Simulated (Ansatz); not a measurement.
**Phonons of GaGeW in the AlB2 type**

Question: is the lattice of GaGeW in the AlB2 type stable, and if so, what are its coupling constant and resistivity?

Main program and level: Ansatz 0.2.0; DFT PBEsol, scalar-relativistic, plane waves, PAW; PAW set soft_1.

The structure was built from a prototype and need not be the compound's stable phase.

## 1. Set-up

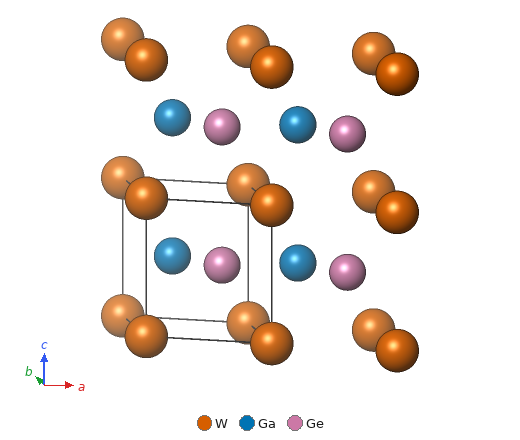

The starting structure, seen slightly off an axis (tungsten orange, gallium blue, germanium pink). 2×1×2 cells are drawn. Some periodic images of atoms are drawn too.

## 2. Rough relaxation

The start is far from rest, so a relaxation with loose thresholds does the first part.

input.yaml

```yaml
crystal:
  lattice:
    - [3.99496, 0.0, 0.0]
    - [-1.99748, 3.45974, 0.0]
    - [0.0, 0.0, 4.19471]
  atoms:
    - { symbol: W, position: [0.0, 0.0, 0.0] }
    - { symbol: Ga, position: [0.33333333, 0.66666667, 0.5] }
    - { symbol: Ge, position: [0.66666667, 0.33333333, 0.5] }
kpoints:
  mp_grid: { grid: [6, 6, 6] }
hamiltonian:
  xc: pbesol
  pseudopotentials: { kind: paw, azcp: { folder: soft_1 }, xc_functional: pbe }
scf:
  occupations: { method: gaussian, width: 0.1 }
output:
  forces: true
  stress: true
  eigenvalues: true
relax:
  adjacent_minimum: "off"
  f_tol: 0.05
  max_steps: 80
  cell: { stress_tol: 0.5 }
```

Run with:

```
$ ansatz run input.yaml --threads 4 --pin off --max-ram 12288MiB --backend cpu --events-out ev --progress --plain --runs-dir out
```

Numbers of over 12 decimals in the logs are rounded to 6 here.

The program printed:

```text
The last accepted step is kept in <dir> (removed where the run ends without a failure and the disk answers)
Engine: ansatz 0.2.0, aarch64-unknown-linux-gnu
Pseudopotentials: kind: paw
Pseudopotential: W, paw, valence charge 14, recommended cutoff 420 eV (normal), soft_1/W.paw.azcp
Pseudopotential: Ga, paw, valence charge 13, recommended cutoff 420 eV (normal), soft_1/Ga.paw.azcp
Pseudopotential: Ge, paw, valence charge 14, recommended cutoff 420 eV (normal), soft_1/Ge.paw.azcp
Functional definition: PBEsol
  exchange = pbesol_x
  correlation = pbesol_c
Crystal: 3 atoms, lattice volume = 57.977 Å³
Basis set: ecut = 420 eV, 1131 PW (Γ), exchange–correlation on 54×54×60 points (8 copies of the dense FFT grid, shifted against one another)
Bands: 25, of which v1, the nominal top of the filled ones, is band 21 counted from 1 (20 counted from 0)
Symmetry: 12 space group operations
Space group: P-6m2 (ITA 187), of the structure as read, at distance tolerance 3.9e-5 Å
k-points: 28 of 216 (time reversal used)
Non-local potential: W, projectors of the file, l = 0: 3, l = 1: 2, l = 2: 2, l = 3: 1
Non-local potential: Ga, projectors of the file, l = 0: 2, l = 1: 2, l = 2: 3, l = 3: 1
Non-local potential: Ge, projectors of the file, l = 0: 2, l = 1: 2, l = 2: 3, l = 3: 1
PAW form: soft (Blöchl's): semilocal exchange-correlation on the pseudo side does not see the compensation charge
PAW frozen core: W, regenerated for the run's functional, and the local potential with it (the file was generated under x = pbe(κ = 0.804, μ = 0.219515), c = pbe(β = 0.066725))
PAW frozen core: Ga, regenerated for the run's functional, and the local potential with it (the file was generated under x = pbe(κ = 0.804, μ = 0.219515), c = pbe(β = 0.066725))
PAW frozen core: Ge, regenerated for the run's functional, and the local potential with it (the file was generated under x = pbe(κ = 0.804, μ = 0.219515), c = pbe(β = 0.066725))
PAW one-centre angular grid: W, 590 points (default); XC on 64 Gauss nodes
PAW one-centre angular grid: Ga, 590 points (default); XC on 64 Gauss nodes
PAW one-centre angular grid: Ge, 590 points (default); XC on 64 Gauss nodes
Initial density: superposition of atomic densities (chi_scale 0.1, normalization cell, long waves kept (reshape's long-wave potential 0.00 eV rms))
Initial wavefunctions: pseudopotential atomic-orbital guess
Functional: x = pbesol(κ = 0.804, μ = 0.123457), c = pbesol(β = 0.046)
SCF iter   1: F=—  HF=-18251.128078 eV  |F-HF|=—  |Δ(HF+E_count)|=         —  Δρ=7.89e-2  dr2=8.84e0  ethr=3.10e-3  ⟨swp⟩=5.4  Hψ=2872  notcnv=0
preconditioner: auto → Kerker (q_TF=auto, 2.575 Å⁻¹)  [metal: Δε(μ)=0.022 eV  Ē_g=16.606 eV  σ=0.100 eV  W_gap=0.12  n_scr=20 (ndim 8)  ℏωp=28.0 eV  f_vac=0.000  D(μ)=4.86/eV (n_scr^D=58)]
SCF iter   2: F=—  HF=-18249.718465 eV  |F-HF|=—  |Δ(HF+E_count)|=    1.41e0  Δρ=2.51e-2  dr2=5.15e-1  ethr=3.10e-3  ⟨swp⟩=2.8  Hψ=1285  notcnv=0  defer=3
SCF iter   3: F=—  HF=-18249.599695 eV  |F-HF|=—  |Δ(HF+E_count)|=   1.19e-1  Δρ=1.27e-2  dr2=7.32e-2  ethr=1.26e-3  ⟨swp⟩=2.4  Hψ=1256  notcnv=0  defer=3
SCF iter   4: F=—  HF=-18249.582024 eV  |F-HF|=—  |Δ(HF+E_count)|=   1.77e-2  Δρ=3.74e-3  dr2=9.23e-3  ethr=1.79e-4  ⟨swp⟩=2.0  Hψ=1174  notcnv=0  defer=2
SCF iter   5: F=—  HF=-18249.578386 eV  |F-HF|=—  |Δ(HF+E_count)|=   3.64e-3  Δρ=1.21e-3  dr2=1.70e-3  ethr=2.25e-5  ⟨swp⟩=2.0  Hψ=978  notcnv=0  defer=2
SCF iter   6: F=—  HF=-18249.578207 eV  |F-HF|=—  |Δ(HF+E_count)|=   1.78e-4  Δρ=8.09e-4  dr2=3.41e-4  ethr=4.15e-6  ⟨swp⟩=2.0  Hψ=1158  notcnv=0  defer=1
SCF iter   7: F=—  HF=-18249.578068 eV  |F-HF|=—  |Δ(HF+E_count)|=   1.40e-4  Δρ=2.35e-4  dr2=2.84e-5  ethr=8.31e-7  ⟨swp⟩=2.0  Hψ=1137  notcnv=0  defer=1
SCF iter   8: F=—  HF=-18249.578053 eV  |F-HF|=—  |Δ(HF+E_count)|=   1.45e-5  Δρ=1.04e-4  dr2=6.83e-6  ethr=6.93e-8  ⟨swp⟩=2.0  Hψ=1081  notcnv=0  defer=1
SCF iter   9: F=—  HF=-18249.578055 eV  |F-HF|=—  |Δ(HF+E_count)|=   1.76e-6  Δρ=2.51e-5  dr2=3.32e-7  ethr=1.67e-8  ⟨swp⟩=2.0  Hψ=1027  notcnv=0  defer=1
SCF iter  10: F=-18249.578055 eV  HF=-18249.578055 eV  |F-HF|=5.98e-9  |Δ(HF+E_count)|=   4.09e-8  Δρ=7.35e-6  dr2=2.31e-8  ethr=2.44e-10  ⟨swp⟩=4.4  Hψ=2482  notcnv=0
SCF 1 converged in 10 iterations: F = -18249.578055 eV  dr2 = 2.31e-8
  greatest PAW one-centre occupation: 0.999 electrons in one spin orbital (limit 2), on the W atom at site 0 (counted from 0), in its partial waves of l = 0
relax step   1: F+E_penalty+E_count = -18249.57805484 eV  Δ(F+E_penalty+E_count) = +0.000e0 eV  max|allowed force component| = 5.397e-17 eV/Å  Δτ_max = 0.0000 Å  P = -11.164 GPa  Ω = 57.977 Å³  (10 SCF iters, dr2 threshold 1.00e-7 eV, accepted)
Crystal: 3 atoms, lattice volume = 54.720 Å³
Basis set: ecut = 420 eV, 1081 PW (Γ), exchange–correlation on 54×54×60 points (8 copies of the dense FFT grid, shifted against one another)
Initial density: handed on by an earlier stage of this run
Initial wavefunctions: those handed on with the density
iter 1 solved again at ethr=5.28e-5 eV; its pass at ethr=3.10e-3 eV (dr2=2.16e-2 eV) is discarded
SCF iter   1: F=—  HF=-18250.041279 eV  |F-HF|=—  |Δ(HF+E_count)|=         —  Δρ=6.77e-3  dr2=2.04e-2  ethr=5.28e-5  ⟨swp⟩=2.0  Hψ=3776  notcnv=0
preconditioner: auto → Kerker (q_TF=auto, 2.600 Å⁻¹)  [metal: Δε(μ)=0.035 eV  Ē_g=15.745 eV  σ=0.100 eV  W_gap=0.19  n_scr=20 (ndim 8)  ℏωp=28.8 eV  f_vac=0.000  D(μ)=2.29/eV (n_scr^D=20)]
SCF iter   2: F=—  HF=-18250.037567 eV  |F-HF|=—  |Δ(HF+E_count)|=   3.71e-3  Δρ=2.84e-3  dr2=2.72e-3  ethr=4.99e-5  ⟨swp⟩=1.8  Hψ=747  notcnv=0
SCF iter   3: F=—  HF=-18250.037195 eV  |F-HF|=—  |Δ(HF+E_count)|=   3.71e-4  Δρ=8.45e-4  dr2=1.98e-4  ethr=6.64e-6  ⟨swp⟩=2.0  Hψ=1050  notcnv=0
SCF iter   4: F=—  HF=-18250.037145 eV  |F-HF|=—  |Δ(HF+E_count)|=   5.03e-5  Δρ=3.40e-4  dr2=4.05e-5  ethr=4.83e-7  ⟨swp⟩=2.4  Hψ=1292  notcnv=0
SCF iter   5: F=—  HF=-18250.037141 eV  |F-HF|=—  |Δ(HF+E_count)|=   3.94e-6  Δρ=1.06e-4  dr2=4.25e-6  ethr=9.88e-8  ⟨swp⟩=2.0  Hψ=900  notcnv=0
SCF iter   6: F=—  HF=-18250.037142 eV  |F-HF|=—  |Δ(HF+E_count)|=   3.99e-7  Δρ=2.78e-5  dr2=3.45e-7  ethr=1.04e-8  ⟨swp⟩=2.0  Hψ=1137  notcnv=0
SCF iter   7: F=-18250.037141 eV  HF=-18250.037141 eV  |F-HF|=4.12e-9  |Δ(HF+E_count)|=   1.92e-7  Δρ=1.15e-5  dr2=5.59e-8  ethr=7.32e-10  ⟨swp⟩=5.5  Hψ=3041  notcnv=0
SCF 2 converged in 7 iterations: F = -18250.037141 eV  dr2 = 5.59e-8
[...]
relax step   5: F+E_penalty+E_count = -18251.29476017 eV  Δ(F+E_penalty+E_count) = -4.220e-1 eV  max|allowed force component| = 4.703e-17 eV/Å  Δτ_max = 0.0000 Å  P = -0.823 GPa  Ω = 48.000 Å³  energy of the carried Pulay correction = +2.996e-3 eV  (7 SCF iters, dr2 threshold 3.00e-7 eV, accepted)
relax step   6: F+E_penalty+E_count = -18251.71706962 eV  Δ(F+E_penalty+E_count) = -4.223e-1 eV  max|allowed force component| = 4.163e-17 eV/Å  Δτ_max = 0.0000 Å  P = +2.125 GPa  Ω = 46.190 Å³  energy of the carried Pulay correction = +3.600e-3 eV  (7 SCF iters, dr2 threshold 3.00e-7 eV, accepted)
relax step   7: F+E_penalty+E_count = -18252.23164414 eV  Δ(F+E_penalty+E_count) = -5.146e-1 eV  max|allowed force component| = 4.009e-17 eV/Å  Δτ_max = 0.0000 Å  P = +2.286 GPa  Ω = 45.444 Å³  energy of the carried Pulay correction = +3.851e-3 eV  (6 SCF iters, dr2 threshold 3.00e-7 eV, accepted)
relax step   8: F+E_penalty+E_count = -18252.73013485 eV  Δ(F+E_penalty+E_count) = -4.985e-1 eV  max|allowed force component| = 8.635e-17 eV/Å  Δτ_max = 0.0000 Å  P = +7.578 GPa  Ω = 43.691 Å³  energy of the carried Pulay correction = +4.466e-3 eV  (6 SCF iters, dr2 threshold 3.00e-7 eV, accepted)
relax step   9: F+E_penalty+E_count = -18253.00221014 eV  Δ(F+E_penalty+E_count) = -2.721e-1 eV  max|allowed force component| = 3.084e-17 eV/Å  Δτ_max = 0.0000 Å  P = +10.779 GPa  Ω = 43.635 Å³  energy of the carried Pulay correction = +4.479e-3 eV  (6 SCF iters, dr2 threshold 3.00e-7 eV, accepted)
relax step  10: F+E_penalty+E_count = -18253.07868884 eV  Δ(F+E_penalty+E_count) = -7.648e-2 eV  max|allowed force component| = 3.084e-17 eV/Å  Δτ_max = 0.0000 Å  P = -2.517 GPa  Ω = 47.062 Å³  energy of the carried Pulay correction = +3.284e-3 eV  (6 SCF iters, dr2 threshold 3.00e-7 eV, accepted)
relax step  11: F+E_penalty+E_count = -18253.08506801 eV  Δ(F+E_penalty+E_count) = -6.379e-3 eV  max|allowed force component| = 3.084e-17 eV/Å  Δτ_max = 0.0000 Å  P = +0.086 GPa  Ω = 46.257 Å³  energy of the carried Pulay correction = +3.558e-3 eV  (6 SCF iters, dr2 threshold 3.00e-7 eV, accepted)
relax step  12: F+E_penalty+E_count = -18253.09246580 eV  Δ(F+E_penalty+E_count) = -7.398e-3 eV  max|allowed force component| = 3.084e-17 eV/Å  Δτ_max = 0.0000 Å  P = +0.345 GPa  Ω = 46.257 Å³  stress off target by 6.55e-1 GPa  SCF on the basis re-selected at this cell (its energy is not comparable with the rows above)  (6 SCF iters)
relax step  13: F+E_penalty+E_count = -18253.09289702 eV  Δ(F+E_penalty+E_count) = -4.312e-4 eV  max|allowed force component| = 6.168e-17 eV/Å  Δτ_max = 0.0000 Å  P = +0.011 GPa  Ω = 46.389 Å³  energy of the carried Pulay correction = -5.150e-5 eV  (6 SCF iters, dr2 threshold 3.00e-7 eV, accepted)
iter 1 solved again at ethr=1.31e-8 eV; its pass at ethr=3.10e-3 eV (dr2=5.36e-6 eV) is discarded
SCF iter   1: F=—  HF=-18253.092930 eV  |F-HF|=—  |Δ(HF+E_count)|=         —  Δρ=1.04e-4  dr2=1.04e-7  ethr=1.31e-8  ⟨swp⟩=2.9  Hψ=4718  notcnv=0
preconditioner: auto → none  [insulator: Δε(μ)=0.131 eV  Ē_g=16.472 eV  σ=0.100 eV  W_gap=0.64  n_scr=8 (ndim 8)  ℏωp=31.3 eV  f_vac=0.000  D(μ)=1.05/eV (n_scr^D=6)  ε∞_Penn≈4.6]
SCF iter   2: F=—  HF=-18253.092938 eV  |F-HF|=—  |Δ(HF+E_count)|=   7.43e-6  Δρ=5.19e-5  dr2=2.66e-8  ethr=2.54e-10  ⟨swp⟩=1.2  Hψ=713  notcnv=0
iter 3 did not close the SCF: its close was put off for the readings that it lacked (scf_convergence_deferred on its scf_iter line)
SCF iter   3: F=-18253.092938 eV  HF=-18253.092938 eV  |F-HF|=3.42e-9  |Δ(HF+E_count)|=   5.47e-8  Δρ=2.49e-6  dr2=1.46e-9  ethr=6.49e-11  ⟨swp⟩=2.0  Hψ=840  notcnv=0
iter 4 did not close the SCF: its close was put off for the readings that it lacked (scf_convergence_deferred on its scf_iter line)
SCF iter   4: F=-18253.092938 eV  HF=-18253.092938 eV  |F-HF|=0.00e0  |Δ(HF+E_count)|=   1.21e-9  Δρ=1.69e-7  dr2=4.44e-12  ethr=3.55e-12  ⟨swp⟩=2.0  Hψ=1021  notcnv=0
iter 5 did not close the SCF: its close was put off for the readings that it lacked (scf_convergence_deferred on its scf_iter line)
SCF iter   5: F=-18253.092938 eV  HF=-18253.092938 eV  |F-HF|=3.64e-12  |Δ(HF+E_count)|=  7.28e-12  Δρ=5.68e-8  dr2=4.97e-13  ethr=1.00e-12  ⟨swp⟩=1.0  Hψ=700  notcnv=0
iter 6 did not close the SCF: its close was put off for the readings that it lacked (scf_convergence_deferred on its scf_iter line)
SCF iter   6: F=-18253.092938 eV  HF=-18253.092938 eV  |F-HF|=7.28e-12  |Δ(HF+E_count)|=    0.00e0  Δρ=1.44e-8  dr2=3.21e-14  ethr=1.00e-12  ⟨swp⟩=1.0  Hψ=700  notcnv=0
SCF iter   7: F=-18253.092938 eV  HF=-18253.092938 eV  |F-HF|=7.28e-12  |Δ(HF+E_count)|=    0.00e0  Δρ=2.44e-9  dr2=1.40e-15  ethr=1.00e-12  ⟨swp⟩=1.0  Hψ=1512  notcnv=0
SCF 14 converged in 7 iterations: F = -18253.092938 eV  dr2 = 1.40e-15
relax step  14: F+E_penalty+E_count = -18253.09293788 eV  Δ(F+E_penalty+E_count) = -4.086e-5 eV  max|allowed force component| = 6.785e-17 eV/Å  Δτ_max = 0.0000 Å  P = +0.012 GPa  Ω = 46.389 Å³  stress off target by 1.04e-1 GPa  SCF on the basis re-selected at this cell (its energy is not comparable with the rows above)  (7 SCF iters)
basis re-selected at this cell: Δ(F+E_penalty+E_count) = -4.086e-5 eV, ΔP = +0.000 GPa vs the last step (what re-selecting the basis moved, of the pressure what is left beyond the Pulay correction that the steps carried, after the strain that the cell walked since its last selection, with what the two solves' SCF thresholds leave and, on support functions, any second-order correction that the steps lacked; it is no m [...]
SCF converged after 7 iterations
Free energy (F): -18253.092938 eV
Harris-Foulkes:  -18253.092938 eV  (|F-HF|=7.28e-12)
Internal energy: -18253.087712 eV  (E = F + TS)
E sigma→0 (E₀):  -18253.090325 eV
Entropy (-TS):   -0.005226 eV (-1.742 meV/atom)
Fermi energy:    16.659759 eV
--- Per-component energies (eV) ---
  E_band       = -157.391757
  E_kinetic    = 629.876432
  E_local      = -3406.092788  (includes V_loc(G=0)·N_el)
  E_nonlocal   = 104.204852
  E_hartree    = 1864.562189
  E_xc         = -401.778619
  E_vxc        = -354.895080  (∫ρ·V_xc dr)
  E_paw        = -12373.862434  (= ΣΔE_a)
  E_vpaw       = -859.609507  (= ΣTr[D̂ρ^β])
  E_aug_tail   = -0.000045  (compensation charges beyond the density's cutoff)
  E_ewald      = -4672.000075
  E_core_change = 2.002775  (= ΣΔE_core)
  E_smearing   = -0.005226  (= −TS)
  E_closure    = 0.000000  (closes the sum)
  Σ components = -18253.092938   (vs F -18253.092938, Δ=0.00e0)
--- Forces (eV/Å), atoms counted from 1 ---
  atom   1  W      0.00000000    -0.00000000     0.00000000
  atom   2  Ga     0.00000000     0.00000000     0.00000000
  atom   3  Ge     0.00000000    -0.00000000     0.00000000
  max |Σ_I F_I| component: 9.25e-17 eV/Å
--- Stress (GPa, compression-positive) ---
        0.069373       0.000000       0.000000
        0.000000       0.069373       0.000000
        0.000000       0.000000      -0.104019
  P = ⅓ Tr σ = 0.0116 GPa (0.116 kbar)
--- Band table (eV; the first three rows and the last of 28) ---
  k-point 0: bands = [... 17 lower, 11.5126, 12.2778, 16.3582, 16.3582, 19.2775, 19.2775, 20.6351, 20.6351]
  k-point 1: bands = [... 17 lower, 12.1936, 13.6311, 15.2309, 15.2309, 19.4590, 19.9763, 19.9763, 20.5113]
  k-point 2: bands = [... 17 lower, 13.3712, 13.7932, 13.7932, 13.9939, 19.0284, 19.0284, 19.0386, 21.6861]
  k-point 27: bands = [... 17 lower, 13.1505, 14.2000, 15.7017, 15.7467, 17.1188, 17.7057, 17.7487, 22.7557]
--- Relaxed structure (12 steps of the walk, 12 accepted, 2 SCFs on fresh bases) ---
  F+E_penalty+E_count = -18253.09293788 eV   max|allowed force component| = 6.785e-17 eV/Å   (the final SCF, on the basis selected at the relaxed cell)
  cell:  # Å, volume = 46.3888 Å³
    - [4.536769, 0, 0.0]
    - [-2.268385, 3.928957, 0.0]
    - [0.0, 0.0, 2.602490]
  atoms:
    - { symbol: W, position: [0, 0, 0.0] }
    - { symbol: Ga, position: [0.333333, 0.666667, 0.500000] }
    - { symbol: Ge, position: [0.666667, 0.333333, 0.500000] }
```

Run time: 17 s. Hardware: 4 threads of Arm Neoverse V2, shared host; peak memory 0.41 GiB; 59 s of CPU time.

Relaxation path:

| step | energy less that of the first step (eV) | largest force component (eV/Å) | pressure (GPa) | volume (Å³) |
| --- | --- | --- | --- | --- |
| 1 | 0.0000 | 0.0000 | -11.16 | 57.98 |
| 2 | -0.4591 | 0.0000 | -8.28 | 54.72 |
| 3 | -0.8886 | 0.0000 | -5.20 | 52.05 |
| 4 | -1.2947 | 0.0000 | -2.84 | 49.93 |
| 5 | -1.7167 | 0.0000 | -0.82 | 48.00 |
| 6 | -2.1390 | 0.0000 | 2.12 | 46.19 |
| 7 | -2.6536 | 0.0000 | 2.29 | 45.44 |
| 8 | -3.1521 | 0.0000 | 7.58 | 43.69 |
| 9 | -3.4242 | 0.0000 | 10.78 | 43.64 |
| 10 | -3.5006 | 0.0000 | -2.52 | 47.06 |
| 11 | -3.5070 | 0.0000 | 0.09 | 46.26 |
| 12* | -3.5144 | 0.0000 | 0.34 | 46.26 |
| 13 | -3.5148 | 0.0000 | 0.01 | 46.39 |
| 14* | -3.5149 | 0.0000 | 0.01 | 46.39 |

Relaxation steps marked * repeat the geometry before them on a plane-wave basis chosen anew for their cell, so energy and pressure can jump there.

Forces are held to the 12 operations that the run works with; a distortion that breaks them can't arise in this run.

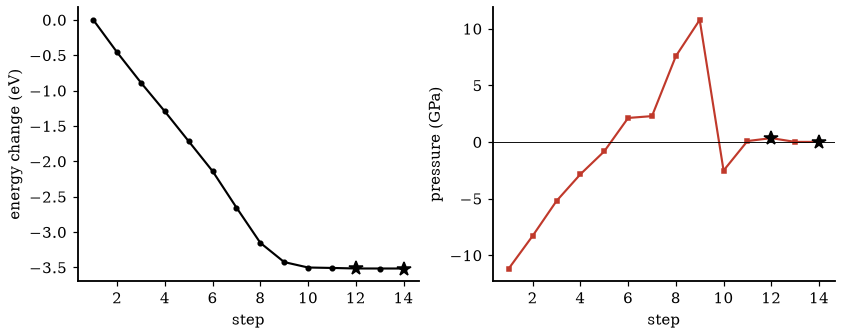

Energy and pressure along the relaxation. Stars mark steps on a basis chosen anew.

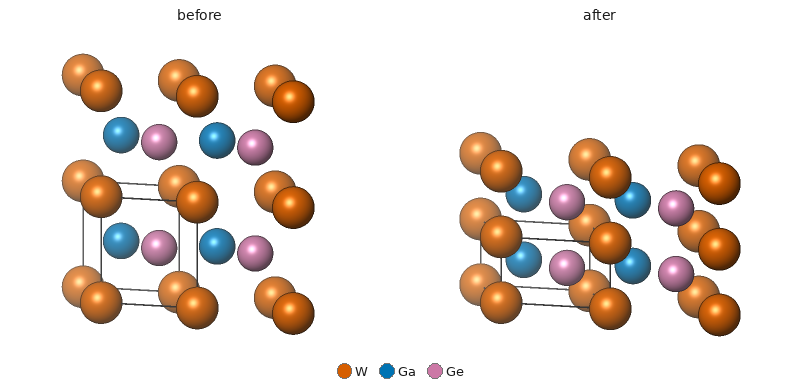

The structure before and after the relaxation, drawn at the same scale.

| cell as run | before | after | change |
| --- | --- | --- | --- |
| a (Å) | 3.995 | 4.537 | +13.6 % |
| b (Å) | 3.995 | 4.537 | +13.6 % |
| c (Å) | 4.195 | 2.602 | -38.0 % |
| volume (Å³/atom) | 19.33 | 15.46 | -20.0 % |

Final coordinates:

```
W Ga Ge
1.0
     4.53677    0.00000    0.00000
    -2.26838    3.92896    0.00000
     0.00000    0.00000    2.60249
W Ga Ge
1 1 1
Direct
  0.00000 0.00000 0.00000
  0.33333 0.66667 0.50000
  0.66667 0.33333 0.50000
```

This step gave:

* pressure: 0.01158 GPa
* volume per atom: 15.46 Å³/atom
* metallic on mesh: yes
* gap on the k-mesh: 0 eV

The largest force is now zero by symmetry and the largest stress component 0.10 GPa.

## 3. Relaxation

Lattice constant and positions set the bands and the force constants, so the cell is relaxed first.

input.yaml, the sections that differ from step 2:

```yaml
crystal:
  lattice:
    - [4.5367690647, 0.0, 0.0]
    - [-2.2683845323, 3.9289572611, 0.0]
    - [0.0, 0.0, 2.6024898908]
  atoms:
    - { symbol: W, position: [0.0, 0.0, 0.0] }
    - { symbol: Ga, position: [0.3333333333, 0.6666666667, 0.5] }
    - { symbol: Ge, position: [0.6666666667, 0.3333333333, 0.5] }
kpoints:
  mp_grid: { grid: [9, 9, 12] }
relax:
  adjacent_minimum: "off"
  f_tol: 0.005
  max_steps: 80
  cell: { stress_tol: 0.05 }
# hamiltonian, scf, output: as in step 2
```

The program printed:

```text
[the first part of the log is left out]
  E_paw        = -12374.090820  (= ΣΔE_a)
  E_vpaw       = -860.005083  (= ΣTr[D̂ρ^β])
  E_aug_tail   = -0.000057  (compensation charges beyond the density's cutoff)
  E_ewald      = -4677.021084
  E_core_change = 2.002775  (= ΣΔE_core)
  E_smearing   = -0.006403  (= −TS)
  E_closure    = 0.000000  (closes the sum)
  Σ components = -18253.074494   (vs F -18253.074494, Δ=0.00e0)
[...]
--- Stress (GPa, compression-positive) ---
        0.007433       0.000000       0.000000
        0.000000       0.007433      -0.000000
        0.000000      -0.000000       0.020393
  P = ⅓ Tr σ = 0.0118 GPa (0.118 kbar)
--- Band table (eV; the first three rows and the last of 84) ---
[...]
--- Relaxed structure (4 steps of the walk, 4 accepted, 1 SCFs on fresh bases) ---
[...]
cell:  # Å, volume = 46.2587 Å³
    - [4.514344, -2.8724895414553924e-11, 0]
    - [-2.257172, 3.909537, 1.588376782115376e-19]
    - [0, 1.0521200011848769e-19, 2.621040]
  atoms:
    - { symbol: W, position: [0, 0, 0] }
    - { symbol: Ga, position: [0.333333, 0.666667, 0.500000] }
    - { symbol: Ge, position: [0.666667, 0.333333, 0.500000] }
```

Elapsed: 12 s, on 4 threads; peak memory 0.47 GiB.

The steps of the relaxation:

| step | energy less that of the first step (eV) | largest force component (eV/Å) | pressure (GPa) | volume (Å³) |
| --- | --- | --- | --- | --- |
| 1 | 0.0000 | 0.0000 | -0.06 | 46.39 |
| 2 | -0.0043 | 0.0000 | 0.11 | 46.21 |
| 3 | -0.0044 | 0.0000 | -0.05 | 46.28 |
| 4 | -0.0044 | 0.0000 | 0.01 | 46.26 |
| 5 | -0.0044 | 0.0000 | 0.01 | 46.26 |

The log counts 1 steps on a newly chosen plane-wave basis, not all of them marked here; energy and pressure can jump at such steps.

| conventional cell, symmetrised | before | after | change |
| --- | --- | --- | --- |
| a (Å) | 4.537 | 4.514 | -0.5 % |
| b (Å) | 4.537 | 4.514 | -0.5 % |
| c (Å) | 2.602 | 2.621 | +0.7 % |
| volume (Å³/atom) | 15.46 | 15.42 | -0.3 % |

Final coordinates:

```xyz
3
Lattice="4.5143 0.0000 0.0000 -2.2572 3.9095 0.0000 0.0000 0.0000 2.6210" Properties=species:S:1:pos:R:3 pbc="T T T"
W     0.0000    0.0000    0.0000
Ga    0.0000    2.6064    1.3105
Ge    2.2572    1.3032    1.3105
```

Numbers from this step:

- pressure: 0.01175 GPa
- volume per atom: 15.42 Å³/atom

The largest force is now zero by symmetry and the largest stress component 0.020 GPa.

[end of part 1 of 3]

[Logs are printed without paths, hosts, clocks, repeated set-up lines and the standing remarks that a program may print on its own settings, such as how far it seeks lower states.]

[Hosts, paths, dates, database ids (printed as entryN), source tags and the programs' standing remarks are cut or masked in the printed files.]
